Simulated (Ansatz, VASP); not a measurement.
# SnSO in two plane-wave programs, part 2 of 2

Wanted: the spread between two codes on one cell, functional and k mesh. The cell is invented: As first built, before any earlier steps moved the atoms: it takes the SnSeS structure with some of its atoms replaced by other elements, volume scaled by an estimate. It may not be a known or stable phase. The cell comes out of the VASP series on this material, whose earlier steps may have relaxed, scaled or displaced it; both programs get it as it stands.

VASP 6.6.1 and Ansatz 0.2.0.

So far. Step 2 (VASP: band structure, LDA): The run ends at a pressure of -5.00 GPa, with forces up to 0.45 eV/Å.

## 6. VASP: band structure, PBEsol

Level of this step: PBEsol; plane waves and PAW (Sn_d, S, O); invented cell (VASP).

Levels along a path test the potential and the projectors away from the mesh points.

File INCAR:

```
SYSTEM = SnSO
PREC = Accurate
ENCUT = 520
EDIFF = 1E-06
NELM = 100
ISMEAR = 0
SIGMA = 0.02
LREAL = .FALSE.
ALGO = Normal
GGA = PS
LORBIT = 11
LWAVE = .FALSE.
LCHARG = .FALSE.
KPAR = 4
```

File POSCAR:

```
SnSO
1.0
    3.4671176086      0.0000000000      0.0000000000
   -1.7335588043      3.0026124474      0.0000000000
    0.0000000000      0.0000000000      5.9579538463
Sn S O
1 1 1
Direct
    0.3333333300      0.6666666700      0.9673317131
    0.6666666700      0.3333333300      0.2244465511
    0.0000000000      0.0000000000      0.8082227358
```

File KPOINTS:

```
Automatic mesh
0
Gamma
5 5 3
0 0 0
```

File KPOINTS_OPT:

```
Line mode
16
Line-mode
Reciprocal
  0.00000000   0.00000000   0.00000000 GAMMA
  0.50000000   0.00000000   0.00000000 M

  0.50000000   0.00000000   0.00000000 M
  0.33333333   0.33333333   0.00000000 K

  0.33333333   0.33333333   0.00000000 K
  0.00000000   0.00000000   0.00000000 GAMMA

  0.00000000   0.00000000   0.00000000 GAMMA
  0.00000000   0.00000000   0.50000000 A

  0.00000000   0.00000000   0.50000000 A
  0.50000000   0.00000000   0.50000000 L

  0.50000000   0.00000000   0.50000000 L
  0.33333333   0.33333333   0.50000000 H

  0.33333333   0.33333333   0.50000000 H
  0.00000000   0.00000000   0.50000000 A

  0.50000000   0.00000000   0.50000000 L
  0.50000000   0.00000000   0.00000000 M

  0.33333333   0.33333333   0.00000000 K
  0.33333333   0.33333333   0.50000000 H
```

Potentials, in the order of the species: Sn_d, S and O (PBE family, release 64).

Run with:

```
mpirun -np 4 vasp_std
```

Numbers of over 12 decimals in the logs are rounded to 6 here.

The log of the run:

```text
[banner, memory and clock lines left out]
running    4 mpi-ranks, on    1 nodes
[...]
[... a notice as in an earlier step ...]

 LDA part: xc-table for (Slater+PW92), standard interpolation
 POSCAR, INCAR and KPOINTS ok, starting setup
[...]
entering main loop
       N       E                     dE             d eps       ncg     rms          rms(c)
DAV:   1     0.224925712705E+03    0.22493E+03   -0.13750E+04   416   0.194E+03
DAV:   2     0.764487574230E+01   -0.21728E+03   -0.21198E+03   456   0.456E+02
DAV:   3    -0.171917838498E+02   -0.24837E+02   -0.24242E+02   507   0.141E+02
DAV:   4    -0.179659229546E+02   -0.77414E+00   -0.77352E+00   532   0.267E+01
[...]
DAV:  11    -0.162432395412E+02   -0.94108E-04   -0.33557E-04   556   0.141E-01    0.492E-02
DAV:  12    -0.162433265949E+02   -0.87054E-04   -0.98836E-05   516   0.735E-02    0.210E-02
DAV:  13    -0.162433258863E+02    0.70855E-06   -0.31051E-06   550   0.151E-02
   1 F= -.16243326E+02 E0= -.16243326E+02  d E =-.347310E-18
 Start KPOINTS_OPT (optional k-point list driver)
k-point batch [1-12\144]
       N       E                     dE             ncg
DAV:   1     0.322560087301E+03   -0.33390E+04      408
DAV:   2    -0.219873838569E+04   -0.25213E+04      456
DAV:   3    -0.249662900356E+04   -0.29789E+03      550
DAV:   4    -0.250518173564E+04   -0.85527E+01      493
DAV:   5    -0.250536713114E+04   -0.18540E+00      605
DAV:   6    -0.250537264443E+04   -0.55133E-02      547
DAV:   7    -0.250537305819E+04   -0.41376E-03      652
DAV:   8    -0.250537305986E+04   -0.16786E-05      452
DAV:   9    -0.250537305993E+04   -0.63142E-07      477
[...]
k-point batch [133-144\144]
       N       E                     dE             ncg
DAV:   1     0.130488661716E+03   -0.12137E+05      408
DAV:   2    -0.235886270884E+04   -0.24894E+04      457
DAV:   3    -0.262029794422E+04   -0.26144E+03      559
DAV:   4    -0.262632192488E+04   -0.60240E+01      478
DAV:   5    -0.262648500279E+04   -0.16308E+00      602
DAV:   6    -0.262649030563E+04   -0.53028E-02      590
DAV:   7    -0.262649043923E+04   -0.13360E-03      623
DAV:   8    -0.262649044002E+04   -0.78913E-06      427
```

From OUTCAR (step 6):

```text
  Total       -1.3164999     -1.3165003     -0.8107303      0.0000000      0.0000000      0.0000000
  in kB      -34.0068509    -34.0068627    -20.9421858      0.0000000      0.0000000      0.0000000
  external PRESSURE =     -29.6519664 kB  Pullay stress =       0.0000000 kB

 POSITION                                       TOTAL-FORCE (eV/Angst)
 -----------------------------------------------------------------------------------
     -0.00000      2.00174      5.76332         0.000000      0.000000      0.049811
      1.73356      1.00087      1.33724        -0.000000      0.000000     -0.286288
      0.00000      0.00000      4.81535         0.000000      0.000000      0.236477
 -----------------------------------------------------------------------------------
    total drift:                               -0.000004      0.000014     -0.000167

  FREE ENERGIE OF THE ION-ELECTRON SYSTEM (eV)
  ---------------------------------------------------
  free  energy   TOTEN  =       -16.2433258863 eV

  energy  without entropy=      -16.2433258863  energy(sigma->0) =      -16.24332589

[... 2 parts as in an earlier step ...]

[... 1 further part left out ...]
[key lines of the parts left out:]
E-fermi :   3.7171
```

The run ends at a pressure of -2.97 GPa, with forces up to 0.29 eV/Å.

## 7. Ansatz: band structure, PBEsol

The same cell, functional, mesh and smearing now go to Ansatz, which takes its cutoff from its data sets.

The cell comes out of the VASP series on this material, whose earlier steps may have relaxed, scaled or displaced it; both programs get it as it stands.

File input.yaml:

```yaml
crystal:
  lattice:
    - [3.4671176086, 0.0, 0.0]
    - [-1.7335588043, 3.0026124474, 0.0]
    - [0.0, 0.0, 5.9579538463]
  atoms:
    - { symbol: Sn, position: [0.33333333, 0.66666667, 0.9673317131] }
    - { symbol: S, position: [0.66666667, 0.33333333, 0.2244465511] }
    - { symbol: O, position: [0.0, 0.0, 0.8082227358] }
hamiltonian:
  xc: pbesol
  pseudopotentials: { kind: paw }
kpoints:
  mp_grid: { grid: [5, 5, 3] }
  band_path:
    path:
      - [0.0, 0.0, 0.0]
      - [0.13333, 0.0, 0.0]
      - [0.3, 0.0, 0.0]
      - [0.46667, 0.0, 0.0]
      - [0.46667, 0.06667, 0.0]
      - [0.41111, 0.17778, 0.0]
      - [0.35556, 0.28889, 0.0]
      - [0.28889, 0.28889, 0.0]
      - [0.17778, 0.17778, 0.0]
      - [0.06667, 0.06667, 0.0]
      - [0.0, 0.0, 0.03333]
      - [0.0, 0.0, 0.2]
      - [0.0, 0.0, 0.36667]
      - [0.0, 0.0, 0.5]
      - [0.16667, 0.0, 0.5]
      - [0.3, 0.0, 0.5]
      - [0.46667, 0.0, 0.5]
      - [0.46667, 0.06667, 0.5]
      - [0.41111, 0.17778, 0.5]
      - [0.35556, 0.28889, 0.5]
      - [0.28889, 0.28889, 0.5]
      - [0.17778, 0.17778, 0.5]
      - [0.06667, 0.06667, 0.5]
      - [0.5, 0.0, 0.46667]
      - [0.5, 0.0, 0.3]
      - [0.5, 0.0, 0.13333]
      - [0.33333, 0.33333, 0.0]
      - [0.33333, 0.33333, 0.16667]
      - [0.33333, 0.33333, 0.33333]
      - [0.33333, 0.33333, 0.5]
    npoints: 1
scf:
  occupations: { method: gaussian, width: 0.02 }
  n_extra_bands: 7
output:
  forces: true
  stress: true
  eigenvalues: true
```

Run with:

```
ansatz run input.yaml --threads 2 --pin off --max-ram 4608MiB --backend cpu --events-out ev --progress --plain --runs-dir out
```

The log of the run:

```text
[...]
Crystal: 3 atoms, lattice volume = 62.025 Å³
Basis set: ecut = 420 eV, 1201 PW (Γ), exchange–correlation on 48×48×80 points (8 copies of the dense FFT grid, shifted against one another)
Bands: 20, of which v1, the nominal top of the filled ones, is band 13 counted from 1 (12 counted from 0)
Symmetry: 6 space group operations
[...]
k-points: 12 of 75 (time reversal used)
[...]
k-point 0: bands = [... 9 lower, 2.9391, 4.2908, 5.5612, 5.5612, 6.0323, 10.0845, 12.2779, 12.2779, ... 3 higher]
  k-point 1: bands = [... 9 lower, 2.9385, 3.8101, 5.5675, 5.5675, 6.6430, 10.0368, 12.2416, 12.2416, ... 3 higher]
  k-point 2: bands = [... 9 lower, 2.5478, 3.7258, 4.4773, 5.2780, 7.3107, 10.1342, 12.4319, 13.0455, ... 3 higher]
  k-point 11: bands = [... 9 lower, 1.3176, 2.6024, 4.2413, 4.5866, 8.1204, 11.5427, 12.2901, 12.7124, ... 3 higher]
[key lines of the parts left out:]
SCF converged after 7 iterations
Free energy (F): -7395.367861 eV
Fermi energy:    5.800460 eV
P = ⅓ Tr σ = -3.0333 GPa (-30.333 kbar)
```

Wall time 1.8 s (2 threads of Arm Neoverse V2, shared host); peak memory 0.31 GiB; 3 s of CPU time.

## 8. Differences

What differs besides the data sets and the points named for the pairs above, as far as they apply: VASP leaves aspherical gradient terms in its spheres out (LASPH is not set), Ansatz keeps them. Total energies have different zeros and are not compared.

Both answers:

```
                     quantity  Ansatz   VASP  difference
               pressure (GPa)   -3.03  -2.97       -0.07
gap over the path points (eV)   0.463  0.442      +0.021
```

Forces (eV/Å; atoms numbered as in POSCAR):

| atom | Ansatz x, y, z | VASP x, y, z |
| --- | --- | --- |
| Sn1 | 0.000, 0.000, -0.008 | 0.000, 0.000, 0.050 |
| S2 | 0.000, 0.000, -0.272 | 0.000, 0.000, -0.286 |
| O3 | 0.000, 0.000, 0.280 | 0.000, 0.000, 0.236 |

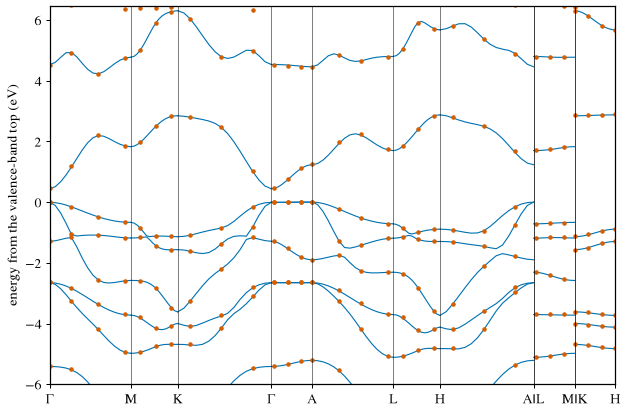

Bands from VASP (lines) and levels from Ansatz (dots). Dots without a line are higher empty bands that the VASP plot leaves out.

Levels at points of the path, from each program's valence-band top (eV; 4 filled, then empty):

```
k (reciprocal lattice)                             Ansatz                               VASP
     0.000 0.000 0.000  -2.63 -1.28 -0.01 -0.01 0.46 4.51  -2.65 -1.29 -0.01 -0.01 0.44 4.54
     0.133 0.000 0.000  -2.82 -1.16 -1.06 -0.15 1.18 4.92  -2.84 -1.17 -1.06 -0.16 1.16 4.93
     0.300 0.000 0.000  -3.35 -2.56 -1.08 -0.49 2.22 4.22  -3.38 -2.57 -1.09 -0.49 2.19 4.23
     0.467 0.000 0.000  -3.69 -2.58 -1.17 -0.66 1.86 4.75  -3.71 -2.59 -1.18 -0.66 1.85 4.75
     0.467 0.067 0.000  -3.80 -2.59 -1.16 -0.85 1.98 5.01  -3.82 -2.59 -1.17 -0.86 1.97 5.01
     0.411 0.178 0.000  -4.14 -2.83 -1.43 -1.11 2.51 5.91  -4.16 -2.84 -1.44 -1.12 2.50 5.90
     0.356 0.289 0.000  -4.08 -3.47 -1.57 -1.12 2.84 6.28  -4.08 -3.48 -1.57 -1.13 2.82 6.27
     0.289 0.289 0.000  -4.09 -3.26 -1.61 -1.08 2.81 6.05  -4.10 -3.26 -1.62 -1.09 2.80 6.04
     0.178 0.178 0.000  -3.74 -2.19 -1.37 -0.84 2.49 4.79  -3.75 -2.20 -1.38 -0.85 2.46 4.79
     0.067 0.067 0.000  -2.80 -1.16 -0.83 -0.17 1.04 4.98  -2.83 -1.17 -0.83 -0.17 1.01 5.00
```

The forces differ by 25 meV/Å r.m.s., which is 19.7 % of the r.m.s. force of 0.12 eV/Å (both taken over all components). Among the levels compared (up to four filled and three empty ones at each point), filled levels agree within 24 meV and empty ones within 30 meV. Ansatz's pressure holds a Pulay correction of 0.29 GPa; VASP's holds none.

## 9. Further runs

The difference is large enough to ask for its cause, so further runs change the set-up of one program at a time, as the table lists.

| run | r.m.s. force difference (meV/Å) |
| --- | --- |
| as above | 25 |
| cores kept as stored, as VASP does, whose cores stay as stored | 26 |
| Ansatz's larger PAW set (cutoff 900 eV) | 24 |
| norm-conserving potentials (cutoff 1143 eV) | 29 |

## 10. VASP: band structure, BLYP

Levels along a path test the potential and the projectors away from the mesh points.

INCAR: that of step 6 with these lines changed.

```diff
@@ -9,3 +9,7 @@
 ALGO = Normal
-GGA = PS
+GGA = B5
+ALDAX = 1
+AGGAX = 1
+AGGAC = 1
+ALDAC = 0
 LORBIT = 11
```

POSCAR is that of step 6.

KPOINTS is that of step 6.

KPOINTS_OPT is that of step 6.

Run with:

```
mpirun -np 4 vasp_std
```

The log of the run:

```text
[banner, memory and clock lines left out]
running    4 mpi-ranks, on    1 nodes
[...]
[... a notice as in an earlier step ...]

 LDA part: xc-table for (Slater(with rela. corr.)+VWN5), standard interpolation
 POSCAR, INCAR and KPOINTS ok, starting setup
[...]
entering main loop
       N       E                     dE             d eps       ncg     rms          rms(c)
DAV:   1     0.231218919784E+03    0.23122E+03   -0.13798E+04   416   0.195E+03
DAV:   2     0.102495507856E+02   -0.22097E+03   -0.21572E+03   456   0.459E+02
DAV:   3    -0.151720530019E+02   -0.25422E+02   -0.24815E+02   499   0.143E+02
DAV:   4    -0.159761350554E+02   -0.80408E+00   -0.80340E+00   533   0.274E+01
[...]
DAV:  13    -0.136485172994E+02    0.34846E-05   -0.11308E-05   606   0.279E-02    0.708E-03
DAV:  14    -0.136485189032E+02   -0.16038E-05   -0.31249E-06   433   0.139E-02    0.477E-03
DAV:  15    -0.136485188745E+02    0.28724E-07   -0.31314E-07   233   0.429E-03
   1 F= -.13648519E+02 E0= -.13648519E+02  d E =-.409739E-27
 Start KPOINTS_OPT (optional k-point list driver)
k-point batch [1-12\144]
       N       E                     dE             ncg
DAV:   1     0.468613041572E+03   -0.31929E+04      408
DAV:   2    -0.209319645965E+04   -0.25618E+04      472
DAV:   3    -0.237837994410E+04   -0.28518E+03      534
DAV:   4    -0.238681741163E+04   -0.84375E+01      518
DAV:   5    -0.238699651063E+04   -0.17910E+00      595
DAV:   6    -0.238700242515E+04   -0.59145E-02      563
DAV:   7    -0.238700288008E+04   -0.45493E-03      643
DAV:   8    -0.238700288205E+04   -0.19739E-05      453
DAV:   9    -0.238700288213E+04   -0.80598E-07      436
[...]
k-point batch [133-144\144]
       N       E                     dE             ncg
DAV:   1     0.278476302946E+03   -0.11989E+05      408
DAV:   2    -0.223205993895E+04   -0.25105E+04      457
DAV:   3    -0.249747426810E+04   -0.26541E+03      559
DAV:   4    -0.250360505417E+04   -0.61308E+01      479
DAV:   5    -0.250377503453E+04   -0.16998E+00      602
DAV:   6    -0.250378079324E+04   -0.57587E-02      599
DAV:   7    -0.250378094344E+04   -0.15020E-03      622
DAV:   8    -0.250378094437E+04   -0.92815E-06      429
```

Parts of OUTCAR (step 10):

```text
  Total        1.8528582      1.8528588      0.8188107      0.0000000      0.0000000     -0.0000000
  in kB       47.8616615     47.8616781     21.1509111      0.0000000      0.0000000     -0.0000000
  external PRESSURE =      38.9580836 kB  Pullay stress =       0.0000000 kB

 POSITION                                       TOTAL-FORCE (eV/Angst)
 -----------------------------------------------------------------------------------
     -0.00000      2.00174      5.76332        -0.000000      0.000000     -0.140394
      1.73356      1.00087      1.33724         0.000000     -0.000000      0.309575
      0.00000      0.00000      4.81535        -0.000000     -0.000000     -0.169181
 -----------------------------------------------------------------------------------
    total drift:                               -0.000004      0.000014     -0.000329

  FREE ENERGIE OF THE ION-ELECTRON SYSTEM (eV)
  ---------------------------------------------------
  free  energy   TOTEN  =       -13.6485188745 eV

  energy  without entropy=      -13.6485188745  energy(sigma->0) =      -13.64851887

[... 2 parts as in an earlier step ...]

[... 1 further part left out ...]
[key lines of the parts left out:]
E-fermi :   4.1494
```

The run ends at a pressure of 3.90 GPa, with forces up to 0.31 eV/Å.

## 11. Ansatz: band structure, BLYP

The same cell, functional (in two slightly different forms), mesh and smearing now go to Ansatz, which takes its cutoff from its data sets.

The cell comes out of the VASP series on this material, whose earlier steps may have relaxed, scaled or displaced it; both programs get it as it stands.

input.yaml: that of step 7 with these lines changed.

```diff
@@ -10,3 +10,3 @@
 hamiltonian:
-  xc: pbesol
+  xc: blyp
   pseudopotentials: { kind: paw }
```

Run with:

```
ansatz run input.yaml --threads 2 --pin off --max-ram 4608MiB --backend cpu --events-out ev --progress --plain --runs-dir out
```

The log of the run:

```text
[...]
Crystal: 3 atoms, lattice volume = 62.025 Å³
Basis set: ecut = 420 eV, 1201 PW (Γ), exchange–correlation on 48×48×80 points (8 copies of the dense FFT grid, shifted against one another)
Bands: 20, of which v1, the nominal top of the filled ones, is band 13 counted from 1 (12 counted from 0)
Symmetry: 6 space group operations
[...]
k-points: 12 of 75 (time reversal used)
[...]
k-point 0: bands = [... 9 lower, 3.3627, 4.6593, 5.9545, 5.9545, 6.4522, 10.6820, 12.7932, 12.7932, ... 3 higher]
  k-point 1: bands = [... 9 lower, 3.3619, 4.1844, 5.9608, 5.9608, 7.0507, 10.6125, 12.7554, 12.7554, ... 3 higher]
  k-point 2: bands = [... 9 lower, 2.9872, 4.1779, 4.8495, 5.6808, 7.7096, 10.6760, 12.9894, 13.5264, ... 3 higher]
  k-point 11: bands = [... 9 lower, 1.8278, 3.0736, 4.6524, 4.9934, 8.4898, 12.0597, 12.7609, 13.2634, ... 3 higher]
[key lines of the parts left out:]
SCF converged after 7 iterations
Free energy (F): -7516.118721 eV
Fermi energy:    6.207064 eV
P = ⅓ Tr σ = 3.8220 GPa (38.220 kbar)
```

Elapsed: 1.6 s, on 2 threads; peak memory 0.31 GiB.

## 12. Side by side

What differs besides the data sets and the points named for the pairs above, as far as they apply: VASP's log shows a relativistic correction to its local exchange, Ansatz's none. Total energies have different zeros and are not compared.

The two programs side by side:

```
                     quantity  Ansatz   VASP  difference
               pressure (GPa)    3.82   3.90       -0.07
gap over the path points (eV)   0.489  0.488      +0.001
```

Forces (eV/Å; atoms numbered as in POSCAR):

```csv
atom,"Ansatz x, y, z","VASP x, y, z"
Sn1,"0.000, 0.000, -0.202","0.000, 0.000, -0.140"
S2,"0.000, 0.000, 0.323","0.000, 0.000, 0.310"
O3,"0.000, 0.000, -0.121","0.000, 0.000, -0.169"
```

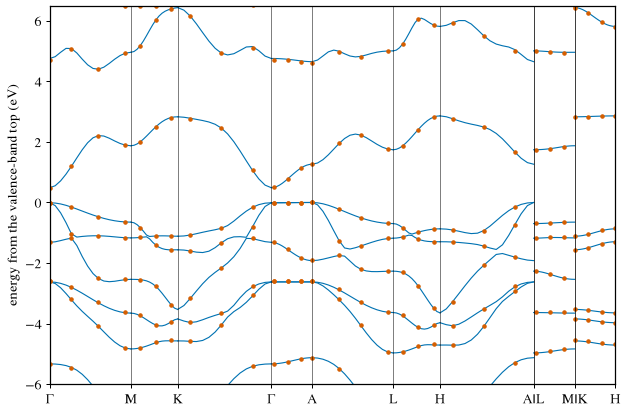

Bands from VASP (lines) and levels from Ansatz (dots). Dots without a line are higher empty bands that the VASP plot leaves out.

Levels at points of the path, from each program's valence-band top (eV; 4 filled, then empty):

```
k (reciprocal lattice)                             Ansatz                               VASP
     0.000 0.000 0.000  -2.60 -1.30 -0.01 -0.01 0.49 4.72  -2.62 -1.31 -0.01 -0.01 0.49 4.76
     0.133 0.000 0.000  -2.78 -1.17 -1.04 -0.15 1.20 5.05  -2.80 -1.18 -1.03 -0.15 1.20 5.08
     0.300 0.000 0.000  -3.29 -2.51 -1.09 -0.47 2.21 4.39  -3.31 -2.51 -1.10 -0.47 2.21 4.40
     0.467 0.000 0.000  -3.62 -2.54 -1.16 -0.64 1.88 4.93  -3.64 -2.55 -1.16 -0.64 1.89 4.93
     0.467 0.067 0.000  -3.72 -2.54 -1.15 -0.83 1.99 5.17  -3.74 -2.55 -1.15 -0.83 2.00 5.18
     0.411 0.178 0.000  -4.03 -2.77 -1.40 -1.10 2.49 6.03  -4.04 -2.77 -1.41 -1.11 2.50 6.03
     0.356 0.289 0.000  -3.93 -3.38 -1.56 -1.10 2.80 6.39  -3.93 -3.39 -1.56 -1.11 2.81 6.39
     0.289 0.289 0.000  -3.96 -3.17 -1.60 -1.06 2.77 6.16  -3.96 -3.17 -1.60 -1.07 2.78 6.16
     0.178 0.178 0.000  -3.65 -2.15 -1.33 -0.85 2.46 4.93  -3.67 -2.16 -1.33 -0.85 2.46 4.93
     0.067 0.067 0.000  -2.76 -1.19 -0.80 -0.16 1.06 5.12  -2.79 -1.19 -0.80 -0.16 1.06 5.15
```

The forces differ by 26 meV/Å r.m.s., which is 20.8 % of the r.m.s. force of 0.13 eV/Å (both taken over all components). Among the levels compared (up to four filled and three empty ones at each point), filled levels agree within 22 meV and empty ones within 36 meV. Ansatz's pressure holds a Pulay correction of 0.33 GPa; VASP's holds none.

## 13. Looking for the cause

The difference is large enough to ask for its cause, so further runs change the set-up of one program at a time, as the table lists.

| run | r.m.s. force difference (meV/Å) |
| --- | --- |
| as above | 26 |
| cores kept as stored, as VASP does | 27 |
| Ansatz's larger PAW set (cutoff 900 eV) | 24 |
| norm-conserving potentials (cutoff 1240 eV) | 26 |

## 14. Results

```json
{
  "r.m.s. force difference (band structure, LDA)": "11 % of the r.m.s. force",
  "r.m.s. force difference (band structure, PBEsol)": "25 meV/Å",
  "r.m.s. force difference (band structure, BLYP)": "26 meV/Å"
}
```

In words: The r.m.s. force difference is 11 % of the r.m.s. force (band structure, LDA), beyond the 3 % picked in this series as the mark of a large difference. For band structure, LDA: no further run halves the r.m.s. force difference; only Ansatz's side was varied, and Ansatz's runs with other potentials lie closer to each other than to VASP, which for this quantity points to VASP's side; this was not tested here. For band structure, PBEsol: no further run halves the r.m.s. force difference; only Ansatz's side was varied, and Ansatz's runs with other potentials lie closer to each other than to VASP, which for this quantity points to VASP's side; this was not tested here. For band structure, BLYP: no further run halves the r.m.s. force difference; only Ansatz's side was varied, and Ansatz's runs with other potentials lie closer to each other than to VASP, which for this quantity points to VASP's side; this was not tested here. 7 further runs on this material are not shown. How closely two codes agree says nothing of how well the functional describes the real material.

[Lines on the potential files, build, host, timing and source positions are cut from VASP's logs without a mark.]

[Logs are printed without paths, hosts, clocks, repeated set-up lines and the standing remarks that a program may print on its own settings, such as how far it seeks lower states.]

[Hosts, paths, dates, database ids (printed as entryN), source tags and the programs' standing remarks are cut or masked in the printed files.]
